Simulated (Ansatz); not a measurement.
# GeH₂ (singlet): correlated methods under varied settings at angle H2–Ge1–H3 = 90.6°

What do other methods and options give for GeH₂ (singlet) at this geometry, and how long do they take?

Method: the settings change from run to run; program: Ansatz 0.2.0, Gaussian basis.

20 further runs of the same task are left out: 2 for a mislabelled method, 13 that didn't finish, 5 set aside as unsound or not needed.

## 1. The system

The geometry derives from a PBE0/def2-TZVP stationary point (not a proven minimum). One angle is set to the value named; bond lengths are kept. No spin-orbit coupling is included. The filled d shell of Ge may be among the frozen orbitals whatever the setting's name suggests; the logs give the count.

3 atoms, charge 0, spin multiplicity 1.

Atoms are counted from 1 here; the program's logs count them from 0.

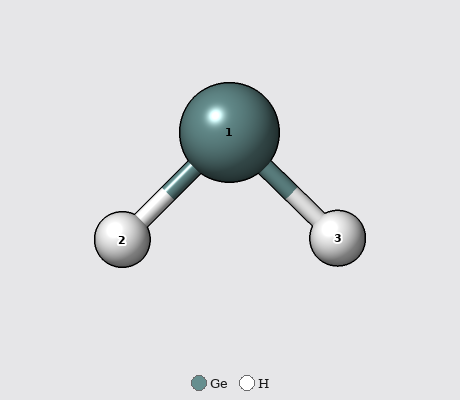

The structure; germanium teal, hydrogen white; atoms are numbered from 1 in the order of the file.

## 2. HF/6-31G

in.yaml

```yaml
crystal:
  periodic: [false, false, false]
  atoms:
    - {symbol: Ge, position_ang: [0.000000, -0.030265, 0.000000]}
    - {symbol: H, position_ang: [0.000000, 1.090584, -1.133489]}
    - {symbol: H, position_ang: [0.000000, 1.090579, 1.133493]}
basis:
  gaussian: {orbitals: 6-31G}
magnetization: {spin_polarized: true, initial_magnetization: 0}
hamiltonian: {xc: hf}
output: {forces: true, orbitals: {seedname: orbitals}}
```

Started as:

```
ansatz run in.yaml --threads 1 --pin off --events-out ev --progress --plain --max-ram 2393MiB
```

The program printed:

```text
Functional definition: HF
  name "HF"
  cite "Fock, Z. Phys. 61, 126 (1930) doi:10.1007/BF01340294"
  parent pbe
  exchange = exact_x
  correlation = 0
315 factors; integrals over basis functions are off by at most 5.8e-4 eV
mean field evaluation 1: about -56494.0756 eV, gradient 4.1e0 eV
mean field evaluation 2: about -56494.0763 eV, gradient 4.1e0 eV
mean field evaluation 4: about -56494.2699 eV, gradient 7.1e-1 eV
mean field evaluation 8: about -56494.2723 eV, gradient 7.6e-6 eV
mean field evaluation 16: about -56494.2782 eV, gradient 1.4e-5 eV
mean field evaluation 32: about -56494.2535 eV, gradient 3.7e-1 eV
mean field evaluation 64: about -56494.2723 eV, gradient 2.9e-4 eV
mean field -56494.27822614 eV, -2076.1264316135 hartree, gradient 9.4e-7 eV, S^2 0.112779; 3 other end points of the search recorded, 0 dependent functions left out
the calculation of the forces begins
reference -56494.27822614 eV, -2076.1264316135 hartree; 17, 17 occupied and 16, 16 virtual orbitals, 315 factors
Total energy: -56494.27822614 eV, -2076.1264316135 hartree
Atom 0 at     0.000000    -0.030265     0.000000 Å, force     0.000000     0.217795     0.000000 eV/Å
Atom 1 at     0.000000     1.090584    -1.133489 Å, force    -0.000000    -0.108897    -0.124866 eV/Å
Atom 2 at     0.000000     1.090579     1.133493 Å, force    -0.000000    -0.108898     0.124865 eV/Å
Dipole moment:    -0.000000     0.031648     0.000000 e Å
```

Run time: 0.42 s. Hardware: 1 thread of Intel Xeon 6975P-C, shared host.

From the report: ⟨S²⟩ of the determinant 0.113 (pure singlet: 0.00).

## 3. CCSD on UHF/aug-cc-pVDZ

Edit in.yaml of step 2 so:

```diff
@@ -7,5 +7,4 @@
 basis:
-  gaussian: {orbitals: 6-31G}
+  gaussian: {orbitals: aug-cc-pVDZ, fitting: {mean_field: def2-universal-jkfit}, point_charges: [{charge: -0.50, position_ang: [4.803, 0.498, 0.842]}]}
 magnetization: {spin_polarized: true, initial_magnetization: 0}
-hamiltonian: {xc: hf}
-output: {forces: true, orbitals: {seedname: orbitals}}
+correlation: {method: ccsd, electrons: outside_noble_gas}
```

Launched as before.

The program printed, cut to the lines that bear on the results:

```text
Functional definition: HF
  name "HF"
  cite "Fock, Z. Phys. 61, 126 (1930) doi:10.1007/BF01340294"
  parent pbe
[...]
302 factors; integrals over basis functions are off by at most 4.3e-1 eV
[...]
mean field -56503.04002427 eV, -2076.4484217557 hartree, gradient 3.5e-6 eV, S^2 0.200454; 5 other end points of the search recorded, 0 dependent functions left out
determinant -56503.04002427 eV, -2076.4484217557 hartree, with singles and doubles -56506.13874165 eV, -2076.5622975193 hartree
determinant -56501.34905461 eV, -2076.3862797670 hartree, with singles and doubles -56504.27556951 eV, -2076.4938272060 hartree
determinant -56503.01912655 eV, -2076.4476537788 hartree, with singles and doubles -56506.15714947 eV, -2076.5629739941 hartree
determinant -56503.04002427 eV, -2076.4484217557 hartree, with singles and doubles -56506.13512459 eV, -2076.5621645945 hartree
determinant -56503.01912655 eV, -2076.4476537788 hartree, with singles and doubles -56506.14015892 eV, -2076.5623496027 hartree
14 core orbitals not correlated: weight in the atoms' cores, before any rotation towards them, 0.999 or more for the frozen orbitals, at most 0.000 for the correlated occupied ones
reference -56503.01912655 eV, -2076.4476537788 hartree; 3, 3 occupied and 37, 37 virtual orbitals, 302 factors
second order -2.38480939 eV of doubles, -0.00000000 eV of singles
cycle   1  -3.12103330 eV  change   -9.4e-7 eV  update   2.3e-6
Total energy: -56506.14015985 eV, -2076.5623496371 hartree
```

Wall time 1.3 s (1 thread of Intel Xeon 6975P-C, shared host).

From the report: ⟨S²⟩ of the determinant 0.000 (pure singlet: 0.00); correlation -3.1210 eV; T1 0.013; largest double amplitude 0.07.

## 4. HF/cc-pVDZ

in.yaml

```yaml
crystal:
  periodic: [false, false, false]
  atoms:
    - {symbol: Ge, position_ang: [0.000000, -0.030265, 0.000000]}
    - {symbol: H, position_ang: [0.000000, 1.090584, -1.133489]}
    - {symbol: H, position_ang: [0.000000, 1.090579, 1.133493]}
basis:
  gaussian: {orbitals: cc-pVDZ}
magnetization: {spin_polarized: false}
hamiltonian: {xc: hf}
scf: {lower_state_search: full}
output: {orbitals: {seedname: orbitals}}
```

Same command.

The program printed:

```text
Functional definition: HF
  name "HF"
  cite "Fock, Z. Phys. 61, 126 (1930) doi:10.1007/BF01340294"
  parent pbe
  exchange = exact_x
  correlation = 0
415 factors; integrals over basis functions are off by at most 1.1e-3 eV
mean field evaluation 1: about -56502.6332 eV, gradient 6.8e0 eV
mean field evaluation 2: about -56502.6346 eV, gradient 6.8e0 eV
mean field evaluation 4: about -56502.9067 eV, gradient 4.9e-1 eV
mean field evaluation 8: about -56502.9087 eV, gradient 5.5e-6 eV
mean field -56502.90867253 eV, -2076.4435946686 hartree, gradient 2.0e-5 eV, S^2 0.000000; 0 other end points of the search recorded, 0 dependent functions left out
reference -56502.90867253 eV, -2076.4435946686 hartree; 17, 17 occupied and 20, 20 virtual orbitals, 415 factors
Total energy: -56502.90867253 eV, -2076.4435946686 hartree
```

Wall time 0.21 s (1 thread of Intel Xeon 6975P-C, shared host).

## 5. CCSDT on RHF/cc-pVDZ

Edit in.yaml of step 4 so:

```diff
@@ -9,4 +9,4 @@
 magnetization: {spin_polarized: false}
-hamiltonian: {xc: hf}
-scf: {lower_state_search: full}
-output: {orbitals: {seedname: orbitals}}
+correlation: {method: ccsdt, electrons: outside_noble_gas}
+scf: {lower_state_search: off}
+output: {forces: true}
```

Launched as before.

The program printed, cut to the lines that bear on the results:

```text
Functional definition: HF
  name "HF"
  cite "Fock, Z. Phys. 61, 126 (1930) doi:10.1007/BF01340294"
  parent pbe
[...]
716 factors; integrals over basis functions are off by at most 1.4e-7 eV
[...]
mean field -56502.90872986 eV, -2076.4435967752 hartree, gradient 2.0e-6 eV, S^2 0.000000; 0 other end points of the search recorded, 0 dependent functions left out; unrestricted orbitals would lower it
14 core orbitals not correlated: weight in the atoms' cores, before any rotation towards them, 0.999 or more for the frozen orbitals, at most 0.000 for the correlated occupied ones
reference -56502.90872986 eV, -2076.4435967752 hartree; 3, 3 occupied and 20, 20 virtual orbitals, 716 factors
second order -2.27785764 eV of doubles, -0.00000000 eV of singles
cycle   1  -2.77003111 eV  change   -4.9e-1 eV  update   6.4e-2
[...]
cycle  14  -3.06354747 eV  change   -5.7e-8 eV  update   7.6e-8
[...]
Total energy: -56505.97227733 eV, -2076.5561800683 hartree
Atom 0 at     0.000000    -0.030265     0.000000 Å, force     0.000000    -0.062072    -0.000000 eV/Å
Atom 1 at     0.000000     1.090584    -1.133489 Å, force    -0.000000     0.031036    -0.109160 eV/Å
Atom 2 at     0.000000     1.090579     1.133493 Å, force    -0.000000     0.031036     0.109161 eV/Å
Dipole moment:     0.000000    -0.026372    -0.000000 e Å
Checks for a lower state left out: starts, cluster_reference, orbital_swaps, neighbouring_geometries, increment
```

It took 1.2 s on 1 thread of Intel Xeon 6975P-C, shared host.

From the report: correlation -3.0635 eV; T1 0.013; largest double amplitude 0.10.

## 6. BCCD(T) on RHF/cc-pVDZ

Edit in.yaml of step 5 so:

```diff
@@ -9,4 +9,3 @@
 magnetization: {spin_polarized: false}
-correlation: {method: ccsdt, electrons: outside_noble_gas}
-scf: {lower_state_search: off}
-output: {forces: true}
+correlation: {method: bccd_t, electrons: outside_noble_gas}
+scf: {lower_state_search: light}
```

The command is unchanged.

The program printed, cut to the lines that bear on the results:

```text
Functional definition: HF
  name "HF"
  cite "Fock, Z. Phys. 61, 126 (1930) doi:10.1007/BF01340294"
  parent pbe
[...]
415 factors; integrals over basis functions are off by at most 1.1e-3 eV
[...]
mean field -56502.90867253 eV, -2076.4435946686 hartree, gradient 8.8e-7 eV, S^2 0.000000; 0 other end points of the search recorded, 0 dependent functions left out; unrestricted orbitals would lower it
14 core orbitals not correlated: weight in the atoms' cores, before any rotation towards them, 0.999 or more for the frozen orbitals, at most 0.000 for the correlated occupied ones
reference -56502.90867253 eV, -2076.4435946686 hartree; 3, 3 occupied and 20, 20 virtual orbitals, 415 factors
second order -2.27782733 eV of doubles, -0.00000000 eV of singles
cycle   1  -2.77578751 eV  change   -5.0e-1 eV  update   6.1e-2
[...]
cycle   9  -2.99358802 eV  change   -4.3e-6 eV  update   5.4e-6
perturbative correction -0.05615384 eV, -0.0020636156 hartree
Total energy: -56505.95841439 eV, -2076.5556706147 hartree
```

It took 0.36 s on 1 thread of Intel Xeon 6975P-C, shared host.

From the report: correlation -3.0497 eV; largest double amplitude 0.09.

## 7. BCCD(T) on RHF/6-31G*

Edit in.yaml of step 6 so:

```diff
@@ -7,5 +7,5 @@
 basis:
-  gaussian: {orbitals: cc-pVDZ}
+  gaussian: {orbitals: "6-31G*"}
 magnetization: {spin_polarized: false}
-correlation: {method: bccd_t, electrons: outside_noble_gas}
-scf: {lower_state_search: light}
+correlation: {method: bccd_t, electrons: all, diis_vectors: 4}
+accuracy: high
```

Launched as before.

The program printed, cut to the lines that bear on the results:

```text
Functional definition: HF
  name "HF"
  cite "Fock, Z. Phys. 61, 126 (1930) doi:10.1007/BF01340294"
  parent pbe
[...]
643 factors; integrals over basis functions are off by at most 2.9e-9 eV
[...]
mean field -56495.87817249 eV, -2076.1852285573 hartree, gradient 1.1e-8 eV, S^2 0.000000; 0 other end points of the search recorded, 0 dependent functions left out; unrestricted orbitals would lower it
reference -56495.87817249 eV, -2076.1852285573 hartree; 17, 17 occupied and 22, 22 virtual orbitals, 643 factors
second order -8.12226842 eV of doubles, -0.00000000 eV of singles
cycle   1  -7.61255589 eV  change    5.1e-1 eV  update   7.7e-2
[...]
cycle  22  -8.05246536 eV  change   2.0e-10 eV  update  8.7e-10
perturbative correction -0.19241414 eV, -0.0070710893 hartree
Total energy: -56504.12305199 eV, -2076.4882222906 hartree
```

Run time: 1.3 s. Hardware: 1 thread of Intel Xeon 6975P-C, shared host.

From the report: correlation -8.2449 eV; largest double amplitude 0.08.

## 8. CCSD on RHF/cc-pVDZ

Edit in.yaml of step 7 so:

```diff
@@ -7,5 +7,4 @@
 basis:
-  gaussian: {orbitals: "6-31G*"}
+  gaussian: {orbitals: cc-pVDZ}
 magnetization: {spin_polarized: false}
-correlation: {method: bccd_t, electrons: all, diis_vectors: 4}
-accuracy: high
+correlation: {method: ccsd, electrons: outside_noble_gas, diis_vectors: 4}
```

Launched as before.

The program printed, cut to the lines that bear on the results:

```text
Functional definition: HF
  name "HF"
  cite "Fock, Z. Phys. 61, 126 (1930) doi:10.1007/BF01340294"
  parent pbe
[...]
415 factors; integrals over basis functions are off by at most 1.1e-3 eV
[...]
mean field -56502.90867253 eV, -2076.4435946686 hartree, gradient 8.8e-7 eV, S^2 0.000000; 0 other end points of the search recorded, 0 dependent functions left out; unrestricted orbitals would lower it
14 core orbitals not correlated: weight in the atoms' cores, before any rotation towards them, 0.999 or more for the frozen orbitals, at most 0.000 for the correlated occupied ones
reference -56502.90867253 eV, -2076.4435946686 hartree; 3, 3 occupied and 20, 20 virtual orbitals, 415 factors
second order -2.27782733 eV of doubles, -0.00000000 eV of singles
cycle   1  -2.77001982 eV  change   -4.9e-1 eV  update   6.1e-2
[...]
cycle  11  -2.99540875 eV  change    2.6e-6 eV  update   1.3e-6
Total energy: -56505.90408128 eV, -2076.5536739096 hartree
```

It took 0.3 s on 1 thread of Intel Xeon 6975P-C, shared host.

From the report: correlation -2.9954 eV; T1 0.013; largest double amplitude 0.09.

## 9. CCSDT(Q) on UHF/def2-SVP

in.yaml

```yaml
crystal:
  periodic: [false, false, false]
  atoms:
    - {symbol: Ge, position_ang: [0.000000, -0.030265, 0.000000]}
    - {symbol: H, position_ang: [0.000000, 1.090584, -1.133489]}
    - {symbol: H, position_ang: [0.000000, 1.090579, 1.133493]}
basis:
  gaussian: {orbitals: def2-SVP}
magnetization: {spin_polarized: true, initial_magnetization: 0}
correlation: {method: ccsdt_q, electrons: outside_noble_gas}
accuracy: high
```

Launched as before.

The program printed, cut to the lines that bear on the results:

```text
Functional definition: HF
  name "HF"
  cite "Fock, Z. Phys. 61, 126 (1930) doi:10.1007/BF01340294"
  parent pbe
[...]
754 factors; integrals over basis functions are off by at most 3.9e-9 eV
[...]
mean field -56496.62316655 eV, -2076.2126065842 hartree, gradient 3.9e-8 eV, S^2 0.233125; 6 other end points of the search recorded, 0 dependent functions left out
determinant -56496.62316655 eV, -2076.2126065842 hartree, with singles and doubles -56499.57843217 eV, -2076.3212105926 hartree
determinant -56495.00223118 eV, -2076.1530383080 hartree, with singles and doubles -56497.81993464 eV, -2076.2565870001 hartree
determinant -56496.59412534 eV, -2076.2115393394 hartree, with singles and doubles -56499.58963961 eV, -2076.3216224582 hartree
determinant -56496.62316655 eV, -2076.2126065842 hartree, with singles and doubles -56499.58392415 eV, -2076.3214124191 hartree
determinant -56496.59412534 eV, -2076.2115393394 hartree, with singles and doubles -56499.58965782 eV, -2076.3216231274 hartree
14 core orbitals not correlated: weight in the atoms' cores, before any rotation towards them, 1.000 or more for the frozen orbitals, at most 0.000 for the correlated occupied ones
reference -56496.59412534 eV, -2076.2115393394 hartree; 3, 3 occupied and 25, 25 virtual orbitals, 754 factors
second order -2.28946090 eV of doubles, -0.00000000 eV of singles
cycle   1  -2.77197132 eV  change   -4.8e-1 eV  update   6.3e-2
[...]
cycle  21  -3.06687522 eV  change   2.4e-10 eV  update  1.9e-10
perturbative correction -0.00208534 eV, -0.0000766347 hartree
Total energy: -56499.66308590 eV, -2076.3243215596 hartree
```

Run time: 3.6 s. Hardware: 1 thread of Intel Xeon 6975P-C, shared host.

From the report: ⟨S²⟩ of the determinant 0.000 (pure singlet: 0.00); correlation -3.0690 eV; T1 0.013; largest double amplitude 0.10.

## 10. BCCD/cc-pVDZ

Edit in.yaml of step 9 so:

```diff
@@ -7,5 +7,6 @@
 basis:
-  gaussian: {orbitals: def2-SVP}
+  gaussian: {orbitals: cc-pVDZ, fitting: {mean_field: def2-universal-jkfit}}
 magnetization: {spin_polarized: true, initial_magnetization: 0}
-correlation: {method: ccsdt_q, electrons: outside_noble_gas}
-accuracy: high
+hamiltonian: {xc: {name: r2SCAN}}
+correlation: {method: bccd, electrons: valence}
+output: {forces: true}
```

The command is unchanged.

The program printed, cut to the lines that bear on the results:

```text
Functional definition: r2SCAN
  name "r2SCAN"
  cite "Furness, Kaplan, Ning, Perdew & Sun, J. Phys. Chem. Lett. 11, 8208 (2020) doi:10.1021/acs.jpclett.0c02405"
  cite "Furness, Kaplan, Ning, Perdew & Sun, J. Phys. Chem. Lett. 11, 9248 (2020) doi:10.1021/acs.jpclett.0c03077"
  parent r2scan
[...]
302 factors; integrals over basis functions are off by at most 4.3e-1 eV
[...]
mean field -56547.77235984 eV, -2078.0923047672 hartree, gradient 6.2e-6 eV, S^2 0.000000; 2 other end points of the search recorded, 0 dependent functions left out
9 core orbitals not correlated: weight in the atoms' cores, before any rotation towards them, 1.000 or more for the frozen orbitals, at most 0.000 for the correlated occupied ones
reference -56502.52696366 eV, -2076.4295671262 hartree; 8, 8 occupied and 20, 20 virtual orbitals, 302 factors
second order -2.96948347 eV of doubles, -0.30981969 eV of singles
cycle   1  -3.61405395 eV  change   -3.4e-1 eV  update   5.9e-2
[...]
cycle  13  -3.82695950 eV  change    4.9e-8 eV  update   4.4e-8
[...]
Total energy: -56506.35392316 eV, -2076.5702052937 hartree
Atom 0 at     0.000000    -0.030265     0.000000 Å, force     0.000000     0.080017     0.000000 eV/Å
Atom 1 at     0.000000     1.090584    -1.133489 Å, force     0.000000    -0.040008    -0.036611 eV/Å
Atom 2 at     0.000000     1.090579     1.133493 Å, force     0.000000    -0.040009     0.036611 eV/Å
Dipole moment:    -0.000000    -0.023777    -0.000000 e Å
```

Wall time 2.8 s (1 thread of Intel Xeon 6975P-C, shared host).

From the report: ⟨S²⟩ of the determinant 0.000 (pure singlet: 0.00); correlation -3.8270 eV; largest double amplitude 0.09.

## 11. The runs in one table

Where basis and cores are those of an earlier FCI/cc-pVDZ run (-56505.9750 eV), and the state is the same kind, the miss against it is given.

```tsv
level	correlated	functions	energy (eV)	from FCI (meV)	time
HF/6-31G		33	-56494.2782		0.42 s
CCSD on UHF/aug-cc-pVDZ (beside a point charge)	outside noble gas	54	-56506.1402		1.3 s
HF/cc-pVDZ		37	-56502.9087	3066.3	0.21 s
CCSDT on RHF/cc-pVDZ	outside noble gas	37	-56505.9723	2.7	1.2 s
BCCD(T) on RHF/cc-pVDZ	outside noble gas	37	-56505.9584	16.6	0.36 s
BCCD(T) on RHF/6-31G*	all	39	-56504.1231		1.3 s
CCSD on RHF/cc-pVDZ	outside noble gas	37	-56505.9041	70.9	0.3 s
CCSDT(Q) on UHF/def2-SVP	outside noble gas	42	-56499.6631		3.6 s
BCCD/cc-pVDZ (on r2SCAN orbitals)	valence	37	-56506.3539		2.8 s
```

## 12. What came out

| quantity | value |
| --- | --- |
| runs | 9 |
| quickest | HF/cc-pVDZ, 0.21 s |
| slowest | CCSDT(Q) on UHF/def2-SVP, 3.6 s |

**Reading.** Total energies in different bases, with other cores or another treatment of relativity can't be set against each other. CCSDT(Q) on UHF/def2-SVP took 17 times as long as HF/cc-pVDZ; the jobs differ in more than the method. Among the correlated runs with a miss given, it spans +3 to +71 meV. Hartree-Fock, CASSCF and CASCI lack dynamic correlation by design.
